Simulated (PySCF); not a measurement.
# Mn(2+): excitation energies in ANO-RCC-VTZP, part 1 of 2

Wanted: the excitation energy of manganese, up a ladder of methods.

Method: unrestricted determinants in a Gaussian basis, no spin-orbit coupling in the energies. Code: PySCF 2.14.0.

## 1. The system

```
Element                                   : manganese (Z = 25)
Basis                                     : ANO-RCC-VTZP
Hamiltonian                               : the spin-free X2C one-electron Hamiltonian (Gaussian nucleus)
State 1                                   : Mn(2+): [Ar] 3d4 4s1, high-spin 6D determinant (an excited configuration)
State 2                                   : Mn(2+): [Ar] 3d4 4p1, one real determinant (an excited configuration)
Needed too, but not shown                 : Mn(2+) [Ar] 3d5 (6S)
Methods                                   : UHF, LDA, PBE, PBE0, r2SCAN, PBEsol, MN15, M06-2X, MP2
Core shells frozen in the correlated runs : valence: [Ar]; valence and next inner shell: [Ne] (for Mn(2+))
```

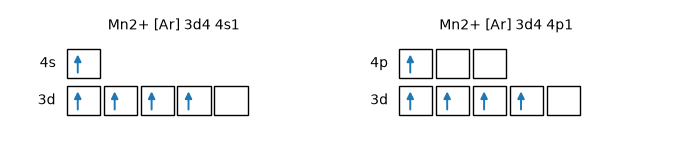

The shells outside the core, filled by Hund's rule for the drawing.

The runs were made by one driver on top of PySCF. The scripts below sum up each run's settings (the driver also hands on starting orbitals that pick excited configurations, and frozen orbitals as a list rather than a count), and the logs come from the driver's own runs. The driver starts from symmetry-adapted Hartree-Fock orbitals, holds the occupation by maximum overlap and uses a logarithmic radial grid for functionals, so a plain start would take other cycles.

The integrals over 59 functions and the set-up took 9.1 s of CPU time.

## 2. Mn(2+) [Ar] 3d4 4s1, method by method

UHF:

Contents of input.py:

```python
from pyscf import gto, scf, dft, mp, cc
import basis_set_exchange as bse
mol = gto.M(atom="Mn 0 0 0", charge=2, spin=5, symmetry="D2h",
            basis=gto.basis.parse(bse.get_basis("ANO-RCC-VTZP", elements=["Mn"], fmt="nwchem")),
            nucmod="G")
mf = scf.UHF(mol).sfx2c1e()
mf.irrep_nelec = {'Ag': (5, 3), 'B1g': (1, 0), 'B2g': (1, 0), 'B3g': (1, 0), 'B1u': (2, 2), 'B2u': (2, 2), 'B3u': (2, 2)}
mf.kernel()
```

The program printed:

```text
damping factor = 0
level_shift factor = 0
DIIS = <class 'pyscf.scf.diis.CDIIS'>
diis_start_cycle = 1
diis_space = 10
diis_damp = 0
SCF conv_tol = 1e-09
SCF conv_tol_grad = None
number electrons alpha = 14  beta = 9
cycle= 1 E= -1156.34552829152  delta_E= -0.00563  |g|= 0.029  |ddm|= 0.0396
cycle= 2 E= -1156.34567415732  delta_E= -0.000146  |g|= 0.00556  |ddm|= 0.00677
cycle= 3 E= -1156.34568066215  delta_E= -6.5e-06  |g|= 0.000504  |ddm|= 0.00184
cycle= 4 E= -1156.34568072365  delta_E= -6.15e-08  |g|= 0.000188  |ddm|= 0.000223
cycle= 5 E= -1156.34568072982  delta_E= -6.18e-09  |g|= 1.42e-05  |ddm|= 5.69e-05
cycle= 6 E= -1156.34568072992  delta_E= -9.94e-11  |g|= 2.36e-06  |ddm|= 1.06e-05
converged SCF energy = -1156.34568072992  <S^2> = 8.7513473  2S+1 = 6.0004491
```

It used 0.47 s of CPU time after the integrals (shared host).

The occupied shells:

```csv
shell,electrons,mean orbital energy (eV),spread (eV),rms radius (bohr)
1s α,1,-6624.3,0,0.0703
1s β,1,-6624.1,0,0.0703
2s α,1,-832.03,0,0.302
2s β,1,-828.57,0,0.302
2p α,3,-705.49,0.002,0.273
2p β,3,-702.19,0.948,0.273
3s α,1,-136.19,0,0.905
3s β,1,-126.18,0,0.905
3p α,3,-98.687,1.474,0.969
3p β,3,-86.972,2.205,0.969
3d α,4,-42.087,1.942,1.17
4s α,1,-25.200,0,2.75
```

⟨S²⟩ = 8.751, ⟨L²⟩ = 6.02.

Spin-orbit constants on these orbitals (cm⁻¹; bare nucleus, screened nucleus, mean field): 3d 689.6, 413.7, n/a. To first order in LS coupling the lowest level has J = 1/2 and lies 0.0718 eV below the centre of the term.

LDA:

input.py, as changed from the run before:

```diff
@@ -5,3 +5,3 @@
             nucmod="G")
-mf = scf.UHF(mol).sfx2c1e()
+mf = dft.UKS(mol, xc="LDA,VWN").sfx2c1e()
 mf.irrep_nelec = {'Ag': (5, 3), 'B1g': (1, 0), 'B2g': (1, 0), 'B3g': (1, 0), 'B1u': (2, 2), 'B2u': (2, 2), 'B3u': (2, 2)}
```

The program printed:

```text
damping factor = 0
level_shift factor = 0
DIIS = <class 'pyscf.scf.diis.CDIIS'>
diis_start_cycle = 1
diis_space = 10
diis_damp = 0
SCF conv_tol = 1e-09
SCF conv_tol_grad = None
number electrons alpha = 14  beta = 9
XC functionals = LDA,VWN
    P. A. M. Dirac.,  Math. Proc. Cambridge Philos. Soc. 26, 376 (1930)
    F. Bloch.,  Z. Phys. 57, 545 (1929)
    S. H. Vosko, L. Wilk, and M. Nusair.,  Can. J. Phys. 58, 1200 (1980)
cycle= 1 E= -1154.9455078797  delta_E= -0.0144  |g|= 0.0438  |ddm|= 0.119
cycle= 2 E= -1154.94555589732  delta_E= -4.8e-05  |g|= 0.037  |ddm|= 0.0239
cycle= 3 E= -1154.94579024635  delta_E= -0.000234  |g|= 0.00447  |ddm|= 0.0126
cycle= 4 E= -1154.94579369804  delta_E= -3.45e-06  |g|= 0.000122  |ddm|= 0.0013
cycle= 5 E= -1154.94579370052  delta_E= -2.49e-09  |g|= 3.91e-06  |ddm|= 3.53e-05
cycle= 6 E= -1154.94579370052  delta_E= -2.73e-12  |g|= 2.73e-07  |ddm|= 1.59e-06
converged SCF energy = -1154.94579370052  <S^2> = 8.7502242  2S+1 = 6.0000747
```

It used 0.98 s of CPU time after the integrals (shared host).

PBE:

input.py, as changed from the run before:

```diff
@@ -5,3 +5,3 @@
             nucmod="G")
-mf = dft.UKS(mol, xc="LDA,VWN").sfx2c1e()
+mf = dft.UKS(mol, xc="PBE").sfx2c1e()
 mf.irrep_nelec = {'Ag': (5, 3), 'B1g': (1, 0), 'B2g': (1, 0), 'B3g': (1, 0), 'B1u': (2, 2), 'B2u': (2, 2), 'B3u': (2, 2)}
```

The program printed:

```text
damping factor = 0
level_shift factor = 0
DIIS = <class 'pyscf.scf.diis.CDIIS'>
diis_start_cycle = 1
diis_space = 10
diis_damp = 0
SCF conv_tol = 1e-09
SCF conv_tol_grad = None
number electrons alpha = 14  beta = 9
XC functionals = PBE
    J. P. Perdew, K. Burke, and M. Ernzerhof.,  Phys. Rev. Lett. 77, 3865 (1996)
    J. P. Perdew, K. Burke, and M. Ernzerhof.,  Phys. Rev. Lett. 78, 1396 (1997)
    J. P. Perdew, K. Burke, and M. Ernzerhof.,  Phys. Rev. Lett. 77, 3865 (1996)
    J. P. Perdew, K. Burke, and M. Ernzerhof.,  Phys. Rev. Lett. 78, 1396 (1997)
cycle= 1 E= -1157.16541170079  delta_E= -0.0107  |g|= 0.0307  |ddm|= 0.105
cycle= 2 E= -1157.16547062859  delta_E= -5.89e-05  |g|= 0.0221  |ddm|= 0.0156
cycle= 3 E= -1157.16555321838  delta_E= -8.26e-05  |g|= 0.00433  |ddm|= 0.00813
cycle= 4 E= -1157.16555644797  delta_E= -3.23e-06  |g|= 0.000111  |ddm|= 0.00127
cycle= 5 E= -1157.16555645012  delta_E= -2.15e-09  |g|= 5.46e-06  |ddm|= 3.51e-05
cycle= 6 E= -1157.16555645013  delta_E= -7.28e-12  |g|= 1.94e-07  |ddm|= 2e-06
converged SCF energy = -1157.16555645013  <S^2> = 8.7502768  2S+1 = 6.0000923
```

It used 1.6 s of CPU time after the integrals (shared host).

PBE0:

input.py, as changed from the run before:

```diff
@@ -5,3 +5,3 @@
             nucmod="G")
-mf = dft.UKS(mol, xc="PBE").sfx2c1e()
+mf = dft.UKS(mol, xc="PBE0").sfx2c1e()
 mf.irrep_nelec = {'Ag': (5, 3), 'B1g': (1, 0), 'B2g': (1, 0), 'B3g': (1, 0), 'B1u': (2, 2), 'B2u': (2, 2), 'B3u': (2, 2)}
```

The program printed:

```text
damping factor = 0
level_shift factor = 0
DIIS = <class 'pyscf.scf.diis.CDIIS'>
diis_start_cycle = 1
diis_space = 10
diis_damp = 0
SCF conv_tol = 1e-09
SCF conv_tol_grad = None
number electrons alpha = 14  beta = 9
XC functionals = PBE0
    C. Adamo and V. Barone.,  J. Chem. Phys. 110, 6158 (1999)
    M. Ernzerhof and G. E. Scuseria.,  J. Chem. Phys. 110, 5029 (1999)
cycle= 1 E= -1157.20273434786  delta_E= -0.00716  |g|= 0.0176  |ddm|= 0.0721
cycle= 2 E= -1157.20279093313  delta_E= -5.66e-05  |g|= 0.00285  |ddm|= 0.00743
cycle= 3 E= -1157.20279218712  delta_E= -1.25e-06  |g|= 0.00161  |ddm|= 0.00144
cycle= 4 E= -1157.20279260511  delta_E= -4.18e-07  |g|= 0.000223  |ddm|= 0.000519
cycle= 5 E= -1157.20279261557  delta_E= -1.05e-08  |g|= 6e-06  |ddm|= 8.93e-05
cycle= 6 E= -1157.20279261558  delta_E= -8.64e-12  |g|= 1.03e-06  |ddm|= 2.69e-06
converged SCF energy = -1157.20279261558  <S^2> = 8.7504427  2S+1 = 6.0001475
```

It used 1.7 s of CPU time after the integrals (shared host).

r2SCAN:

input.py, as changed from the run before:

```diff
@@ -5,3 +5,3 @@
             nucmod="G")
-mf = dft.UKS(mol, xc="PBE0").sfx2c1e()
+mf = dft.UKS(mol, xc="R2SCAN").sfx2c1e()
 mf.irrep_nelec = {'Ag': (5, 3), 'B1g': (1, 0), 'B2g': (1, 0), 'B3g': (1, 0), 'B1u': (2, 2), 'B2u': (2, 2), 'B3u': (2, 2)}
```

The program printed:

```text
damping factor = 0
level_shift factor = 0
DIIS = <class 'pyscf.scf.diis.CDIIS'>
diis_start_cycle = 1
diis_space = 10
diis_damp = 0
SCF conv_tol = 1e-09
SCF conv_tol_grad = None
number electrons alpha = 14  beta = 9
XC functionals = R2SCAN
    J. W. Furness, A. D. Kaplan, J. Ning, J. P. Perdew, and J. Sun.,  J. Phys. Chem. Lett. 11, 8208-8215 (2020)
    J. W. Furness, A. D. Kaplan, J. Ning, J. P. Perdew, and J. Sun.,  J. Phys. Chem. Lett. 11, 9248-9248 (2020)
    J. W. Furness, A. D. Kaplan, J. Ning, J. P. Perdew, and J. Sun.,  J. Phys. Chem. Lett. 11, 8208-8215 (2020)
    J. W. Furness, A. D. Kaplan, J. Ning, J. P. Perdew, and J. Sun.,  J. Phys. Chem. Lett. 11, 9248-9248 (2020)
cycle= 1 E= -1157.38275031362  delta_E= -0.00843  |g|= 0.0259  |ddm|= 0.0929
cycle= 2 E= -1157.38282149062  delta_E= -7.12e-05  |g|= 0.0159  |ddm|= 0.0133
cycle= 3 E= -1157.38286384533  delta_E= -4.24e-05  |g|= 0.00363  |ddm|= 0.00596
cycle= 4 E= -1157.38286616943  delta_E= -2.32e-06  |g|= 0.000123  |ddm|= 0.00118
cycle= 5 E= -1157.38286617635  delta_E= -6.92e-09  |g|= 7.23e-06  |ddm|= 0.000127
cycle= 6 E= -1157.38286617638  delta_E= -3.14e-11  |g|= 1.56e-06  |ddm|= 8.69e-06
converged SCF energy = -1157.38286617638  <S^2> = 8.7506162  2S+1 = 6.0002054
```

It used 3.5 s of CPU time after the integrals (shared host).

PBEsol:

input.py, as changed from the run before:

```diff
@@ -5,3 +5,3 @@
             nucmod="G")
-mf = dft.UKS(mol, xc="R2SCAN").sfx2c1e()
+mf = dft.UKS(mol, xc="PBEsol").sfx2c1e()
 mf.irrep_nelec = {'Ag': (5, 3), 'B1g': (1, 0), 'B2g': (1, 0), 'B3g': (1, 0), 'B1u': (2, 2), 'B2u': (2, 2), 'B3u': (2, 2)}
```

The program printed:

```text
damping factor = 0
level_shift factor = 0
DIIS = <class 'pyscf.scf.diis.CDIIS'>
diis_start_cycle = 1
diis_space = 10
diis_damp = 0
SCF conv_tol = 1e-09
SCF conv_tol_grad = None
number electrons alpha = 14  beta = 9
XC functionals = PBEsol
    J. P. Perdew, A. Ruzsinszky, G. I. Csonka, O. A. Vydrov, G. E. Scuseria, L. A. Constantin, X. Zhou, and K. Burke.,  Phys. Rev. Lett. 100, 136406 (2008)
    J. P. Perdew, A. Ruzsinszky, G. I. Csonka, O. A. Vydrov, G. E. Scuseria, L. A. Constantin, X. Zhou, and K. Burke.,  Phys. Rev. Lett. 100, 136406 (2008)
cycle= 1 E= -1156.01840344762  delta_E= -0.0118  |g|= 0.0407  |ddm|= 0.111
cycle= 2 E= -1156.01846020653  delta_E= -5.68e-05  |g|= 0.0333  |ddm|= 0.0217
cycle= 3 E= -1156.01865066401  delta_E= -0.00019  |g|= 0.00418  |ddm|= 0.0115
cycle= 4 E= -1156.01865368375  delta_E= -3.02e-06  |g|= 0.000136  |ddm|= 0.00122
cycle= 5 E= -1156.01865368696  delta_E= -3.21e-09  |g|= 5.6e-06  |ddm|= 4.23e-05
cycle= 6 E= -1156.01865368697  delta_E= -7.5e-12  |g|= 2.74e-07  |ddm|= 2.34e-06
converged SCF energy = -1156.01865368697  <S^2> = 8.7502158  2S+1 = 6.0000719
```

It used 1.6 s of CPU time after the integrals (shared host).

MN15:

input.py, as changed from the run before:

```diff
@@ -5,3 +5,3 @@
             nucmod="G")
-mf = dft.UKS(mol, xc="PBEsol").sfx2c1e()
+mf = dft.UKS(mol, xc="MN15").sfx2c1e()
 mf.irrep_nelec = {'Ag': (5, 3), 'B1g': (1, 0), 'B2g': (1, 0), 'B3g': (1, 0), 'B1u': (2, 2), 'B2u': (2, 2), 'B3u': (2, 2)}
```

The program printed:

```text
damping factor = 0
level_shift factor = 0
DIIS = <class 'pyscf.scf.diis.CDIIS'>
diis_start_cycle = 1
diis_space = 10
diis_damp = 0
SCF conv_tol = 1e-09
SCF conv_tol_grad = None
number electrons alpha = 14  beta = 9
XC functionals = MN15
    H. S. Yu, X. He, S. L. Li, and D. G. Truhlar.,  Chem. Sci. 7, 5032-5051 (2016)
    H. S. Yu, X. He, S. L. Li, and D. G. Truhlar.,  Chem. Sci. 7, 5032-5051 (2016)
cycle= 1 E= -1158.03471871751  delta_E= -0.0289  |g|= 0.0443  |ddm|= 0.109
cycle= 2 E= -1158.03491576895  delta_E= -0.000197  |g|= 0.0359  |ddm|= 0.0244
cycle= 3 E= -1158.03511977942  delta_E= -0.000204  |g|= 0.00183  |ddm|= 0.00998
cycle= 4 E= -1158.03512076502  delta_E= -9.86e-07  |g|= 0.000238  |ddm|= 0.00111
cycle= 5 E= -1158.03512079911  delta_E= -3.41e-08  |g|= 1.7e-05  |ddm|= 0.000277
cycle= 6 E= -1158.03512079952  delta_E= -4.12e-10  |g|= 3.23e-06  |ddm|= 3.41e-05
converged SCF energy = -1158.03512079952  <S^2> = 8.7504778  2S+1 = 6.0001593
```

It used 3.7 s of CPU time after the integrals (shared host).

M06-2X:

input.py, as changed from the run before:

```diff
@@ -5,3 +5,3 @@
             nucmod="G")
-mf = dft.UKS(mol, xc="MN15").sfx2c1e()
+mf = dft.UKS(mol, xc="M062X").sfx2c1e()
 mf.irrep_nelec = {'Ag': (5, 3), 'B1g': (1, 0), 'B2g': (1, 0), 'B3g': (1, 0), 'B1u': (2, 2), 'B2u': (2, 2), 'B3u': (2, 2)}
```

The program printed:

```text
damping factor = 0
level_shift factor = 0
DIIS = <class 'pyscf.scf.diis.CDIIS'>
diis_start_cycle = 1
diis_space = 10
diis_damp = 0
SCF conv_tol = 1e-09
SCF conv_tol_grad = None
number electrons alpha = 14  beta = 9
XC functionals = M062X
    Y. Zhao and D. G. Truhlar.,  Theor. Chem. Acc. 120, 215 (2008)
    Y. Zhao and D. G. Truhlar.,  Theor. Chem. Acc. 120, 215 (2008)
cycle= 1 E= -1157.41566412651  delta_E= -0.00535  |g|= 0.0201  |ddm|= 0.0541
cycle= 2 E= -1157.41572664536  delta_E= -6.25e-05  |g|= 0.0101  |ddm|= 0.00925
cycle= 3 E= -1157.41574252325  delta_E= -1.59e-05  |g|= 0.00183  |ddm|= 0.00323
cycle= 4 E= -1157.4157432057  delta_E= -6.82e-07  |g|= 0.000116  |ddm|= 0.000715
cycle= 5 E= -1157.41574321182  delta_E= -6.12e-09  |g|= 1.07e-05  |ddm|= 9.81e-05
cycle= 6 E= -1157.41574321188  delta_E= -5.91e-11  |g|= 8.71e-07  |ddm|= 8.9e-06
converged SCF energy = -1157.41574321188  <S^2> = 8.750789  2S+1 = 6.000263
```

It used 3.5 s of CPU time after the integrals (shared host).

MP2 (valence):

input.py, as changed from the run before:

```diff
@@ -5,4 +5,5 @@
             nucmod="G")
-mf = dft.UKS(mol, xc="M062X").sfx2c1e()
+mf = scf.UHF(mol).sfx2c1e()
 mf.irrep_nelec = {'Ag': (5, 3), 'B1g': (1, 0), 'B2g': (1, 0), 'B3g': (1, 0), 'B1u': (2, 2), 'B2u': (2, 2), 'B3u': (2, 2)}
 mf.kernel()
+mp.UMP2(mf, frozen=9).kernel()
```

This step left no log, only its results.

It used 0.05 s of CPU time after the integrals (shared host).

With 5 electrons correlated, the MP2 correlation energy is -0.05250 hartree (-0.05250 same spin, 0.00000 opposite spin); the SCS form gives -0.01750. Largest pairs of shells: 3d-3d -0.0408, 3d-4s -0.0117, 4s-4s 0.0000.

## 3. Mn(2+) [Ar] 3d4 4s1, continued

MP2 (valence and next inner shell):

input.py, as its differences from that of step 2:

```diff
@@ -8,2 +8,2 @@
 mf.kernel()
-mp.UMP2(mf, frozen=9).kernel()
+mp.UMP2(mf, frozen=5).kernel()
```

This step left no log, only its results.

CPU time 0.18 s on a shared host, the integrals not counted.

With 13 electrons correlated, the MP2 correlation energy is -0.37522 hartree (-0.13102 same spin, -0.24420 opposite spin); the SCS form gives -0.33671. Largest pairs of shells: 3p-3d -0.1494, 3p-3p -0.0958, 3d-3d -0.0408, 3s-3p -0.0338, 3s-3d -0.0233.

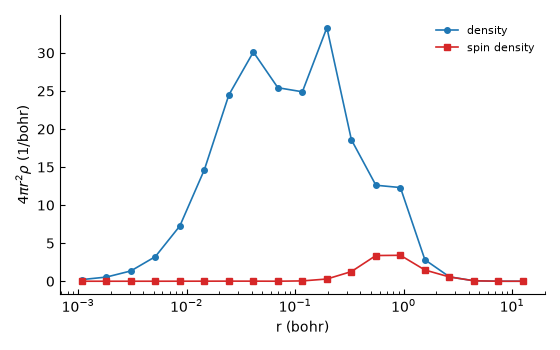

Radial density 4πr²ρ of Mn(2+) at UHF, at 19 stored radii joined by straight lines.

(Continued in part 2 of 2.)
